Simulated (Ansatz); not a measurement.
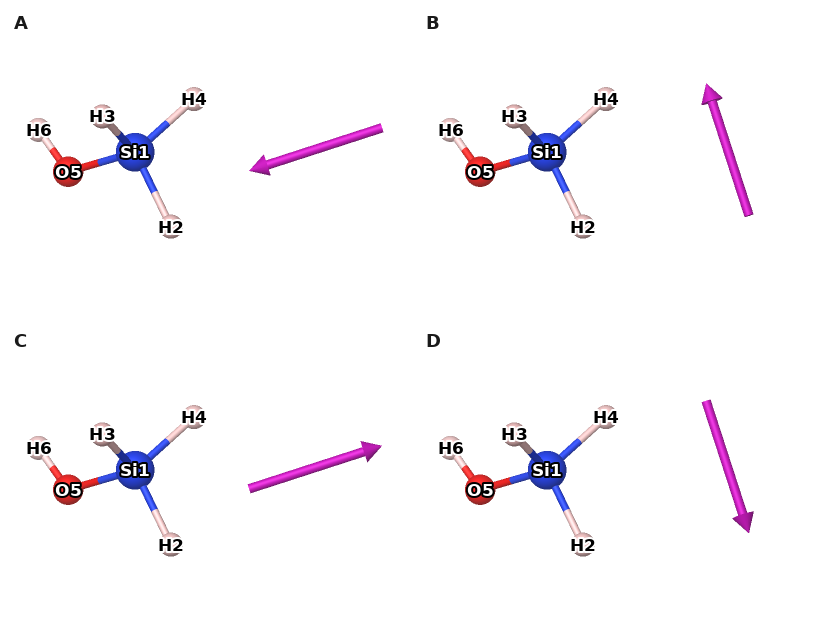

The same molecule four times, each with an arrow. Computed geometry: PBE0-D4/def2-TZVP optimisation. Method: RKS PBE0-D4/def2-TZVP (Ansatz 0.2.0).

**Which arrow points along the dipole moment, from the negative to the positive end?**

B. The dipole moment is 1.36 D; it points from the side of H2 to the side of H6 (the outermost atoms at the two ends).
